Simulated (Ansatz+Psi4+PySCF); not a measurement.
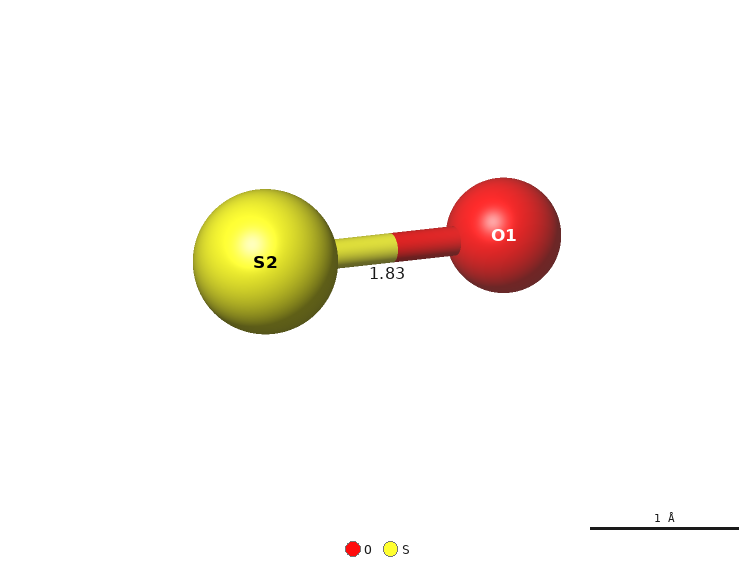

Charge 0, triplet. Geometry: a fixed input geometry, not necessarily a minimum. Basis: cc-pVTZ on O; cc-pV(T+d)Z on S. Computed at fixed atoms with Ansatz. R, U and RO name restricted, unrestricted and restricted open-shell orbitals; core potentials come with def2 and Stuttgart sets past Kr, some runs use density fitting (about 1 meV), and each entry rests on the lowest determinant that the runs found.

```xyz
2
charge 0, multiplicity 3
O     0.0000    0.0000   -1.2192
S     0.0000    0.0000    0.6096
```

Give total energies (hartree), correlation energies and ⟨S²⟩ of the determinant for RO-CCSD(T) (6 frozen); RO-CCSDT (6 frozen); RO-MP2 (6 frozen); U-CCSD(T) (6 frozen); U-CCSDT (6 frozen); U-MP2 (6 frozen).

```tsv
method	energy (Eh)	correlation (mEh)	⟨S²⟩
U-MP2 (6 frozen)	-472.6795	-339.2	2.09
RO-MP2 (6 frozen)	-472.6838	-357.0	2.00
U-CCSD(T) (6 frozen)	-472.7541	-413.7	2.09
RO-CCSD(T) (6 frozen)	-472.7542	-427.4	2.00
RO-CCSDT (6 frozen)	-472.7578	-431.0	2.00
U-CCSDT (6 frozen)	-472.7580	-417.6	2.09
```
